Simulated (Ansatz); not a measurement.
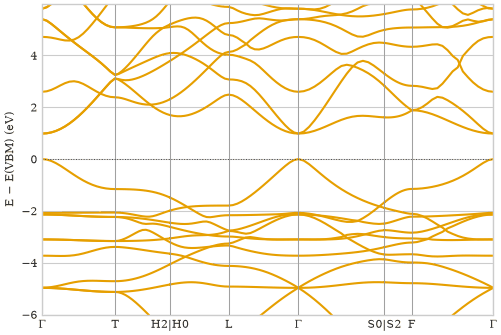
Fig. 1. Band structure from DFT-PBEsol in the program Ansatz with PAW potentials

Problem. Read off the gap and where the band edges lie.

Solution. About 1.0 eV (0.98 eV by a search for the band edges); maximum at Γ, minimum at Γ.

Problem. Pick the material that matches.
A) CaTiO3, R3c (Ca on 6a, Ti on 6a, O on 18b)
B) K2Sn2O3, R-3m (K on 3b, K on 3a, Sn on 6c, O on 9d)
C) FeBiO3, R3m (Fe on 3a, Bi on 3a, O on 9b)
D) B4C, R-3m (B on 18h, B on 18h, C on 6c, C on 3b)

Solution. B, K2Sn2O3, R-3m (K on 3b, K on 3a, Sn on 6c, O on 9d)

The first step of the workflow began from a Materials Project structure, measured or hypothetical; the Crystallography Open Database files this formula in space group No. 166, but the cells were not matched. Whether it is the stable phase at ambient conditions was not checked. The PBEsol relaxation kept the symmetry of its start; its stability against distortions is not shown here. Spin–orbit coupling is left out wherever it is not named.

Potentials: the earlier of the program's two PAW sets. The files were generated under PBE; for other functionals the program regenerates the frozen cores, and for LDA and PBEsol the local potential too.
